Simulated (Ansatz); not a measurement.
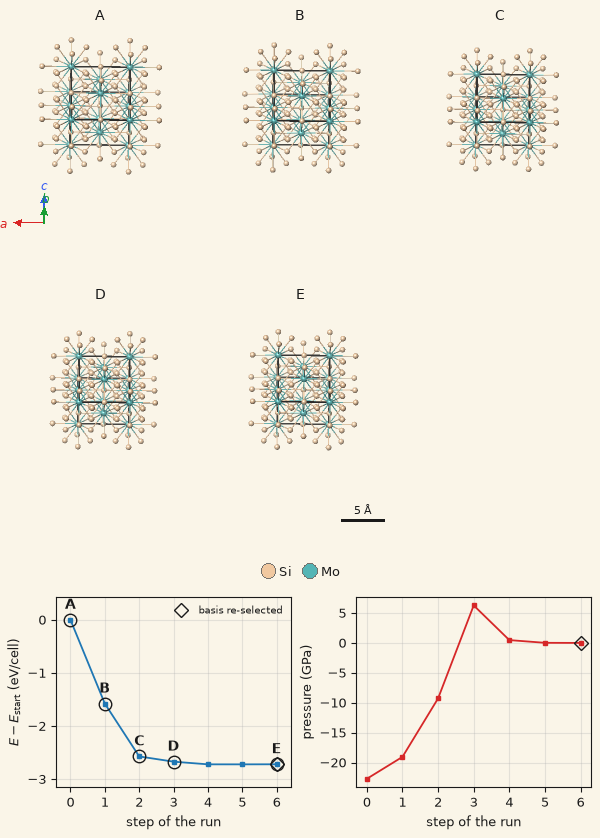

Frames of a relaxation of crystalline Si₃Mo (a generated structure, set up in Fm-3m) (coarse preliminary run), marked on the history of the run. The picture is a ball-and-stick view of the conventional cell (4 times the calculation's cell), seen from a free direction. Lengths and directions refer to the drawn axes.

These are results of DFT PBE, scalar-relativistic, plane waves, PAW (Ansatz 0.2.0), not measurements.

Input file:
```yaml
crystal:
  lattice:
    - [0.0, 3.48662921, 3.48662921]
    - [3.48662921, 0.0, 3.48662921]
    - [3.48662921, 3.48662921, 0.0]
  atoms:
    - { symbol: Si, position: [0.25, 0.25, 0.25] }
    - { symbol: Si, position: [0.5, 0.5, 0.5] }
    - { symbol: Si, position: [0.75, 0.75, 0.75] }
    - { symbol: Mo, position: [0.0, 0.0, 0.0] }
basis:
  ecutwfc: 420
kpoints:
  mp_grid: { grid: [4, 4, 4] }
hamiltonian:
  xc: pbe
scf:
  occupations: { method: gaussian, width: 0.1 }
  lower_state_search: "off"
output:
  forces: true
  stress: true
  eigenvalues: true
relax:
  adjacent_minimum: "off"
  f_tol: 0.04
  max_steps: 70
  cell: { stress_tol: 0.4 }
```

Launched with:
```bash
ansatz run input.yaml --threads 1 --pin off --max-ram 2560MiB --backend cpu --events-out ev --progress --plain --runs-dir out
```

What happens along the run?

The atoms keep their places relative to the cell (all moves are under 0.005 Å). The volume changes by −32.2 %, with a = b = c 6.973 → 6.125 Å (−12.2 %). Some distances before and after: Si1–Si3 3.487 → 3.063 Å, Si2–Mo4 3.487 → 3.063 Å, Si1–Mo4 3.020 → 2.652 Å, Si1–Si2 3.020 → 2.652 Å. The space group stays Fm-3m (No. 225). The energy falls by 2.720 eV per cell of the calculation in 5 accepted moves (6 points after the start). All forces vanish by symmetry, so only the cell relaxes. Pressure: −22.71 GPa at the start and 0.00 GPa at the end. At 1 point the geometry stayed and the basis and grid were re-selected for the new cell (energy shift of 1.5 meV per cell of the calculation at most each time). Cost: 7.6 s on 1 thread of Intel(R) Xeon(R) Processor @ 2.70GHz, with other jobs on the host, peak memory 0.36 GiB. From step 0 to 1: volume −13.9 %, energy −1.578 eV per cell of the calculation. From step 1 to 2: volume −14.6 %, energy −0.994 eV per cell of the calculation. From step 2 to 3: volume −12.1 %, energy −98.7 meV per cell of the calculation. From step 3 to 6: volume +4.9 %, energy −49.0 meV per cell of the calculation.

```
step  E − E(0), meV/atom  pressure, GPa  volume, Å³/atom                      note
   0                0.00         -22.71           21.193                          
   1             -394.44         -19.05           18.242                          
   2             -643.01          -9.28           15.579                          
   3             -667.68           6.27           13.691                          
   4             -680.22           0.47           14.309                          
   5             -680.29           0.02           14.362                          
   6             -679.93           0.00           14.362  same geometry, new basis
```
